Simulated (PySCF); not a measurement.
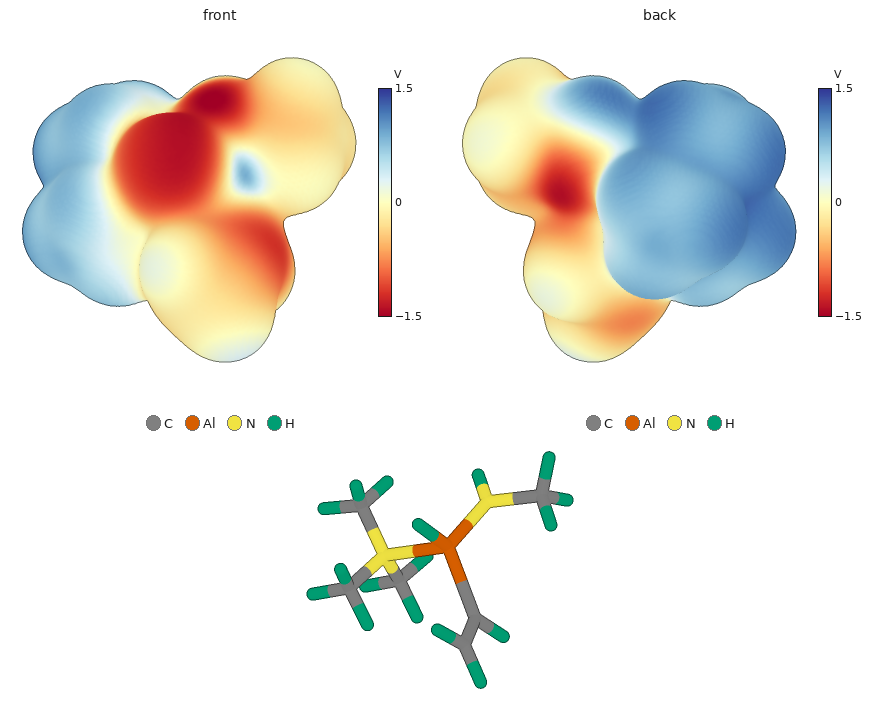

The picture shows: C₆H₁₇AlN₂. The electrostatic potential painted on the density surface at 0.002 e/bohr³, seen from the front and from behind; red is negative and blue positive. The bare structure is drawn below in the same view.

Geometry: GFN2-xTB.

These are results of PBE0/pcSseg-1, SCF density, gas phase, non-relativistic in PySCF 2.14.0, not measurements.

| atom | x (Å) | y (Å) | z (Å) |
| --- | --- | --- | --- |
| C | -2.2434 | -2.1748 | -0.4043 |
| C | -1.8913 | -1.0327 | 0.1858 |
| Al | -0.5055 | 0.1283 | -0.6759 |
| N | -0.6726 | 1.9052 | -0.4363 |
| C | -1.9428 | 2.5457 | -0.7420 |
| N | 1.2251 | -0.3002 | 0.3954 |
| C | 2.3195 | 0.4994 | -0.1258 |
| C | 1.0340 | -0.0608 | 1.8149 |
| C | 1.4831 | -1.7081 | 0.1499 |
| H | -3.0567 | -2.8109 | -0.0700 |
| H | -1.7081 | -2.5359 | -1.2733 |
| H | -2.5045 | -0.7486 | 1.0480 |
| H | 0.0099 | -0.3504 | -2.0697 |
| H | 0.0118 | 2.6232 | -0.2254 |
| H | -2.6761 | 1.7650 | -0.9461 |
| H | -1.8828 | 3.1919 | -1.6254 |
| H | -2.3100 | 3.1520 | 0.0946 |
| H | 3.2844 | 0.1883 | 0.2905 |
| H | 2.3392 | 0.3950 | -1.2105 |
| H | 2.1478 | 1.5466 | 0.1129 |
| H | 0.7896 | 0.9888 | 1.9694 |
| H | 0.1932 | -0.6595 | 2.1632 |
| H | 1.9285 | -0.3177 | 2.3937 |
| H | 1.5645 | -1.8685 | -0.9239 |
| H | 2.4025 | -2.0460 | 0.6402 |
| H | 0.6396 | -2.2927 | 0.5133 |

Q: Describe the electrostatic potential map.

A: The most negative region (about −1.4 V, or −32 kcal/mol for a unit charge) lies over N4 and H13, the most positive (about +1.2 V, or +28 kcal/mol for a unit charge) over H18, H20, H23 and H25.

Q: What dipole moment does the calculation give?

A: Its dipole moment is 4.73 D.
